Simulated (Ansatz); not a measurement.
# BH5NSn+: functionals against CCSD(T) at one geometry

A test off equilibrium: a structure displaced at random from a GFN2-xTB minimum is computed at several levels, and each is set against CCSD(T).

Computed with Ansatz 0.2.0, Gaussian basis. Level: single points in def2-TZVPP.

Cores are frozen in the correlated methods. Filled d shells of the heavier atoms are correlated. Core potentials replace the inner electrons past krypton, and spin-orbit coupling is left out.

### Step 1. The system as given

SMILES `N[BH][SnH2+]`, 8 atoms, charge 1, spin multiplicity 1.

Atoms are counted from 1 here; the program's logs count them from 0.

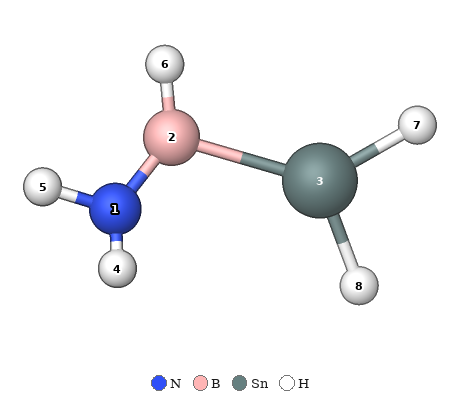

As it starts; nitrogen blue, boron pink, tin teal, hydrogen white; atoms are numbered from 1 in the order of the file.

Geometry (Å):

```xyz
8
charge 1, multiplicity 1
N    -1.0861    0.9013   -0.6868
B     0.2226    0.9230   -0.0900
Sn    0.8226   -1.1988    0.7718
H    -1.7517    0.3044   -0.9138
H    -1.4801    1.9800   -0.9641
H     0.8253    1.7522    0.3891
H     2.1023   -1.7666    1.7728
H     0.2869   -2.7589    0.1474
```

### Step 2. CCSD(T)/def2-TZVPP

Input file run/in.yaml:

```yaml
crystal:
  periodic: [false, false, false]
  atoms:
    - {symbol: N, position_ang: [-1.086100, 0.901300, -0.686800]}
    - {symbol: B, position_ang: [0.222600, 0.923000, -0.090000]}
    - {symbol: Sn, position_ang: [0.822600, -1.198800, 0.771800]}
    - {symbol: H, position_ang: [-1.751700, 0.304400, -0.913800]}
    - {symbol: H, position_ang: [-1.480100, 1.980000, -0.964100]}
    - {symbol: H, position_ang: [0.825300, 1.752200, 0.389100]}
    - {symbol: H, position_ang: [2.102300, -1.766600, 1.772800]}
    - {symbol: H, position_ang: [0.286900, -2.758900, 0.147400]}
basis:
  gaussian: {orbitals: def2-TZVPP}
total_charge: 1
correlation: {method: ccsd_t}
output: {forces: true}
```

No record of the launch command was kept for these runs.

### Step 3. PBE0-D4/def2-TZVPP

Edit run/in.yaml of step 2 so:

```diff
@@ -14,3 +14,3 @@
 total_charge: 1
-correlation: {method: ccsd_t}
-output: {forces: true}
+hamiltonian: {xc: pbe0, dispersion: d4}
+output: {forces: true, orbitals: {seedname: orbitals}}
```

### Step 4. wB97M-V/def2-TZVPP

Edit run/in.yaml of step 3 so:

```diff
@@ -14,3 +14,3 @@
 total_charge: 1
-hamiltonian: {xc: pbe0, dispersion: d4}
-output: {forces: true, orbitals: {seedname: orbitals}}
+hamiltonian: {xc: {name: wB97M-V}}
+output: {forces: true}
```

### Step 5. r2SCAN-D4/def2-TZVPP

Edit run/in.yaml of step 4 so:

```diff
@@ -14,3 +14,3 @@
 total_charge: 1
-hamiltonian: {xc: {name: wB97M-V}}
+hamiltonian: {xc: r2scan, dispersion: d4}
 output: {forces: true}
```

### Step 6. PBE-D4/def2-TZVPP

Edit run/in.yaml of step 5 so:

```diff
@@ -14,3 +14,3 @@
 total_charge: 1
-hamiltonian: {xc: r2scan, dispersion: d4}
+hamiltonian: {xc: pbe, dispersion: d4}
 output: {forces: true}
```

### Step 7. BHLYP-D4/def2-TZVPP

Edit run/in.yaml of step 6 so:

```diff
@@ -14,3 +14,3 @@
 total_charge: 1
-hamiltonian: {xc: pbe, dispersion: d4}
+hamiltonian: {xc: {name: BHLYP}, dispersion: d4}
 output: {forces: true}
```

### Step 8. wB97X-V/def2-TZVPP

Edit run/in.yaml of step 7 so:

```diff
@@ -14,3 +14,3 @@
 total_charge: 1
-hamiltonian: {xc: {name: BHLYP}, dispersion: d4}
+hamiltonian: {xc: {name: wB97X-V}}
 output: {forces: true}
```

(Steps that only read results are left out.)

Q: Predict the outcome of this session. Wanted: energy less free atoms, CCSD(T)/def2-TZVPP; RMS force component; RMS force error; HOMO and LUMO, PBE0-D4; T1 diagnostic.

As calculated:

```
                                  quantity                                                                                            value
energy less free atoms, CCSD(T)/def2-TZVPP                                                                                   -1555.9 kJ/mol
                       RMS force component                                                             2.647 to 2.732 eV/Å over the methods
                           RMS force error  PBE0-D4 0.145, wB97M-V 0.121, r2SCAN-D4 0.109, PBE-D4 0.195, BHLYP-D4 0.234, wB97X-V 0.106 eV/Å
                    HOMO and LUMO, PBE0-D4                                                                              -13.28 and -8.58 eV
                             T1 diagnostic                                                                                            0.016
```

**Reading.** Against CCSD(T) the functionals' energies less atoms differ by -108.0 to -13.4 kJ/mol, PBE-D4 by -108.0 kJ/mol. The reference is not at the basis limit: in triple zeta CCSD(T) underbinds, which counts against methods that bind more; the gaps are no ranking. On forces the order runs from wB97X-V to BHLYP-D4. Frozen-core CCSD(T) forces in triple zeta carry basis errors of their own, and this is one geometry, so small gaps rank nothing.
